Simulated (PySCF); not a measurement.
# HfNCl: singlet, from a bent start

Aim: relax HfNCl as a singlet from a bent start, check by its vibrations whether the end is a minimum, and collect its spectrum and constants.

Program: PySCF 2.14.0. Level of theory: PBE0, basis Hf def2-TZVP with ECP60, N def2-TZVP, Cl def2-TZVP, scalar-relativistic core potentials, no spin–orbit coupling, density fitting. These are calculated values, not measurements.

**1. The system as given**

3 atoms, charge 0, spin multiplicity 1.

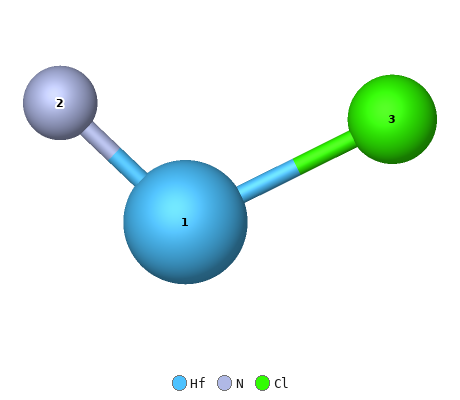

The starting geometry (hafnium blue, nitrogen light blue, chlorine green); atoms are numbered from 1 in the order of the file.

```xyz
3
charge 0 multiplicity 1
Hf    0.0000    0.0000    0.0000
N    -1.5400    0.0000    1.0783
Cl    2.0561    0.0000    1.4397
```

**2. First SCF at the start**

One driver script runs all steps and calls PySCF; scf.py shows how it sets up the SCF of each step. The optimiser is the driver's own. After this first run the driver tries any further starts and a stability analysis.

File scf.py:

```python
from pyscf import gto, scf, dft
mol = gto.M(atom='''
Hf     0.000000     0.000000     0.000000
N     -1.540000     0.000000     1.078300
Cl     2.056100     0.000000     1.439700''',
    basis={'Hf': 'def2-TZVP', 'N': 'def2-TZVP', 'Cl': 'def2-TZVP'},
    ecp={'Hf': 'def2-TZVP'},
    charge=0, spin=0)
mf = dft.RKS(mol, xc='PBE0')
mf.grids.atom_grid = (50, 194)
aux = {'Hf': 'def2-universal-JKFIT', 'N': 'def2-universal-JKFIT', 'Cl': 'def2-universal-JKFIT'}
mf = mf.density_fit(auxbasis=aux)
mf.conv_tol = 1e-08
mf.diis_space = 10
mf.max_cycle = 60
mf.init_guess = 'minao'
mf.verbose = 4
mf.kernel()
```

Started as:

```
$ OMP_NUM_THREADS=2 python axn.py task.json out
```

Standard output, shortened:

```text
[... the frontier levels of the middle cycles are left out ...]
init E= -544.200120856566
  HOMO = -0.442475729121419  LUMO = -0.315986849322865  gap/eV = 3.44194
cycle= 1 E= -562.489864912972  delta_E= -18.3  |g|= 0.946  |ddm|=  6.5
  HOMO = -0.113384035857271  LUMO = -0.0945781704206855  gap/eV = 0.51173
cycle= 2 E= -558.245530738314  delta_E= 4.24  |g|= 2.95  |ddm|= 3.05
  HOMO = -0.211111022629538  LUMO = -0.106738398496853  gap/eV = 2.84012
cycle= 3 E= -562.623809948919  delta_E= -4.38  |g|= 0.551  |ddm|= 2.93
cycle= 4 E= -562.686333808683  delta_E= -0.0625  |g|= 0.355  |ddm|= 0.604
cycle= 5 E= -562.715421664775  delta_E= -0.0291  |g|= 0.0858  |ddm|= 0.263
cycle= 6 E= -562.716794997119  delta_E= -0.00137  |g|= 0.05  |ddm|= 0.0682
cycle= 7 E= -562.717240398812  delta_E= -0.000445  |g|= 0.0293  |ddm|= 0.028
cycle= 8 E= -562.717436384747  delta_E= -0.000196  |g|= 0.00968  |ddm|= 0.0174
cycle= 9 E= -562.717462798902  delta_E= -2.64e-05  |g|= 0.00281  |ddm|= 0.0104
cycle= 10 E= -562.717465238421  delta_E= -2.44e-06  |g|= 0.000353  |ddm|= 0.00295
cycle= 11 E= -562.71746535677  delta_E= -1.18e-07  |g|= 9.46e-05  |ddm|= 0.00102
cycle= 12 E= -562.717465394024  delta_E= -3.73e-08  |g|= 3.62e-05  |ddm|= 0.000799
cycle= 13 E= -562.717465400043  delta_E= -6.02e-09  |g|= 2.17e-05  |ddm|= 0.000366
  HOMO = -0.228645004039327  LUMO = -0.135994658676544  gap/eV = 2.52114
Extra cycle  E= -562.717465399124  delta_E= 9.18e-10  |g|= 7.97e-05  |ddm|= 9.83e-05
converged SCF energy = -562.717465399124
```

This step, with its further starts and checks, took 9.2 s on 2 threads of Arm Neoverse V1, shared host.

The starts that the driver tried:

```csv
start,energy (Eh)
the minimal-basis guess,-562.717465
a thermally smeared density,-562.717465
a smeared PBE density,-562.717465
```

No lower closed-shell solution turned up from the other starts or in the test of internal stability.

**3. Bent start, singlet: relaxation**

The program finds Cs symmetry in the start, which this walk keeps. The walk stops when the largest gradient is under 0.0003 Eh/bohr and the energy has settled too.

scf.py: that of step 2 with these lines changed.

```diff
@@ -3,3 +3,3 @@
-Hf     0.000000     0.000000     0.000000
-N     -1.540000     0.000000     1.078300
-Cl     2.056100     0.000000     1.439700''',
+Hf    -0.219881     0.000000    -0.285884
+N     -1.759881     0.000000     0.792416
+Cl     1.836219     0.000000     1.153816''',
@@ -16 +15,0 @@
-mf.init_guess = 'minao'
```

Steps of the walk:

```csv
step,energy (Eh),change (kJ/mol),largest symmetric gradient (Eh/bohr)
0,-562.717465,0.00,0.08118
1,-562.736891,-51.00,0.01492
2,-562.737739,-53.23,0.01046
3,-562.737946,-53.77,0.00193
4,-562.737972,-53.84,0.00044
5,-562.737973,-53.84,0.00014
```

The walk took 13 s.

Geometry (Å) and forces (eV/Å) at some steps:

```
step 0
Hf  -0.220   0.000  -0.286  -2.890   0.000   3.853
N   -1.760   0.000   0.792   4.174   0.000  -2.946
Cl   1.836   0.000   1.154  -1.284   0.000  -0.907
step 1
Hf  -0.242   0.000  -0.224  -0.220   0.000   0.694
N   -1.682   0.000   0.756   0.767   0.000  -0.411
Cl   1.781   0.000   1.129  -0.547   0.000  -0.283
step 3
Hf  -0.235   0.000  -0.233   0.102   0.000  -0.077
N   -1.635   0.000   0.769  -0.051   0.000   0.074
Cl   1.726   0.000   1.124  -0.051   0.000   0.003
step 5
Hf  -0.233   0.000  -0.242  -0.004   0.000   0.001
N   -1.625   0.000   0.776   0.005   0.000  -0.009
Cl   1.715   0.000   1.126  -0.001   0.000   0.009
```

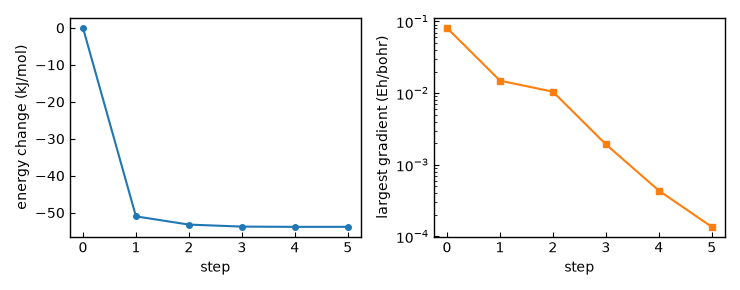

Energy and largest gradient along the walk.

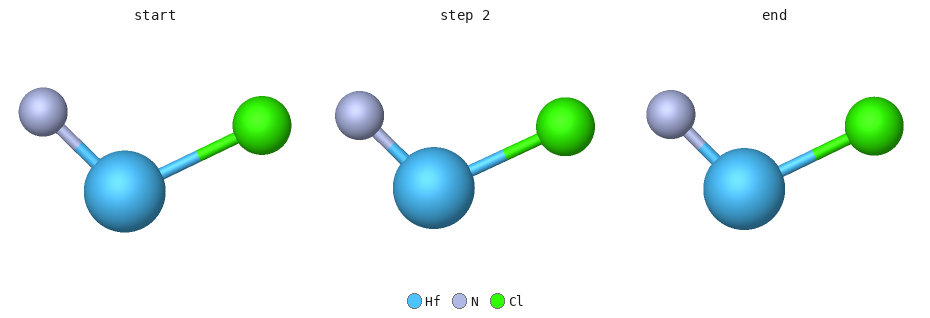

Start and end of the relaxation, with a step between.

It settles in Cs symmetry, 53.8 kJ/mol below the start, after 5 steps: Hf–Cl 2.380 Å, Hf–N 1.725 Å; Cl–Hf–N 108.8°.

**4. Frequencies**

On the finer grid the gradient is checked again; gradients at displacements of ±0.02 bohr then give force constants and infrared intensities.

scf.py: that of step 3 with these lines changed.

```diff
@@ -3,3 +3,3 @@
-Hf    -0.219881     0.000000    -0.285884
-N     -1.759881     0.000000     0.792416
-Cl     1.836219     0.000000     1.153816''',
+Hf    -0.212536     0.000000    -0.270413
+N     -1.605849     0.000000     0.745986
+Cl     1.736378     0.000000     1.096398''',
@@ -10 +10 @@
-mf.grids.atom_grid = (50, 194)
+mf.grids.atom_grid = (75, 302)
@@ -13 +13 @@
-mf.conv_tol = 1e-08
+mf.conv_tol = 1e-10
```

This SCF starts from the last density.

SCF at the final geometry:

```text
init E= -562.73818529837
  HOMO = -0.22287887672084  LUMO = -0.121997830879916  gap/eV = 2.74511
cycle= 1 E= -562.73818529836  delta_E= 1.05e-11  |g|= 9.01e-06  |ddm|= 1.13e-05
  HOMO = -0.22288115265894  LUMO = -0.121997433897174  gap/eV = 2.74519
Extra cycle  E= -562.738185298151  delta_E= 2.09e-10  |g|= 3.17e-05  |ddm|= 2.21e-05
converged SCF energy = -562.738185298151
```

The whole step took 44 s.

Geometry: Cs; Hf–Cl 2.380 Å, Hf–N 1.725 Å; Cl–Hf–N 108.8°.

Harmonic modes (main isotopes):

| symmetry | ω (cm⁻¹) | IR (km/mol) | μ (u) | type |
| --- | --- | --- | --- | --- |
| a' | 189 | 15.3 | 17.24 | bend |
| a' | 353 | 59.7 | 39.96 | stretch |
| a' | 971 | 69.2 | 14.98 | stretch |

All wavenumbers are real: a minimum.

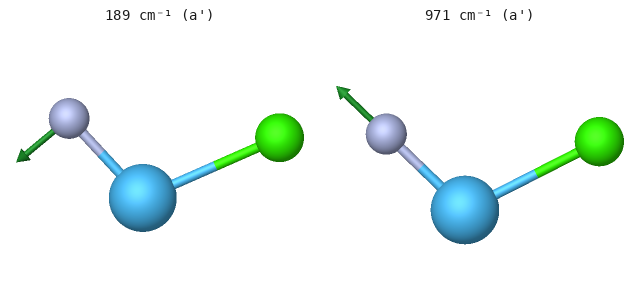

How the atoms move in 2 of the modes.

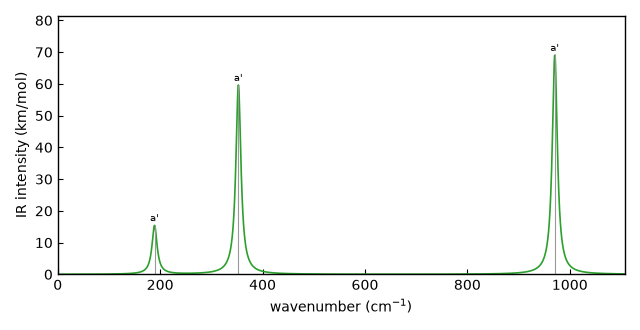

The harmonic infrared spectrum (widths in cm⁻¹). Lines are broadened to a width of 12 cm⁻¹ (Lorentzian).

Properties at this point:

* Dipole moment: 7.27 D
* Highest occupied level: -6.06 eV
* Lowest empty level: -3.32 eV
* Rotational constants: 0.5236, 0.09342, 0.07927 cm⁻¹
* Zero-point energy: 9.0 kJ/mol
* Principal polarisabilities: 36.1, 52.9, 79.6 bohr³
* Atomisation energy without zero-point energy: 930 kJ/mol
* Principal traceless quadrupole moments about the centre of mass: -17.27, 5.78, 11.49 D Å
* Entropy at 298.15 K and 1 bar: 298.1 J/(mol K)
* Heat capacity Cp at 298.15 K: 49.3 J/(mol K)
* Enthalpy at 298.15 K above 0 K: 12.48 kJ/mol
* Rotational symmetry number: 1

Charges (e) and bond orders:

| atom | Mulliken | Löwdin | polar tensor | Mayer order to Hf1 |
| --- | --- | --- | --- | --- |
| Hf1 | 0.92 | 0.43 | 1.31 | – |
| N2 | -0.51 | -0.40 | -0.73 | 3.04 |
| Cl3 | -0.41 | -0.03 | -0.59 | 1.02 |

Mulliken populations on Hf1 (outside its core potential): s 2.26, p 6.26, d 2.49, f 0.07.

**5. Stability of the closed shell**

At the lowest minimum the closed shell is tested against spin polarisation, on the (50, 194) grid. It is stable.

**6. Outcome**

| quantity | value |
| --- | --- |
| minimum | singlet, Cs |
| geometry | Hf–Cl 2.380 Å, Hf–N 1.725 Å; Cl–Hf–N 108.8° |
| wavenumbers (cm⁻¹) | 189 (a'), 353 (a'), 971 (a') |
| dipole moment | 7.27 D |
| highest occupied, lowest empty level | -6.06, -3.32 eV |
| polar-tensor charge of Hf1 | +1.31 e |
| zero-point energy | 9.0 kJ/mol |
| entropy at 298.15 K | 298.1 J/(mol K) |
| atomisation energy (no zero-point energy) | 930 kJ/mol |

**Reading.** The molecule stays Cs, as typed, and the end point is a minimum. The strongest infrared band lies at 971 cm⁻¹ (a', stretch). With 7.3 D the molecule is strongly polar. Only this shape and spin were tried, so other structures or states may lie lower. With an element this heavy the missing spin–orbit coupling can shift these numbers.

The search up to here took 70 s on 2 threads of Arm Neoverse V1, shared host.
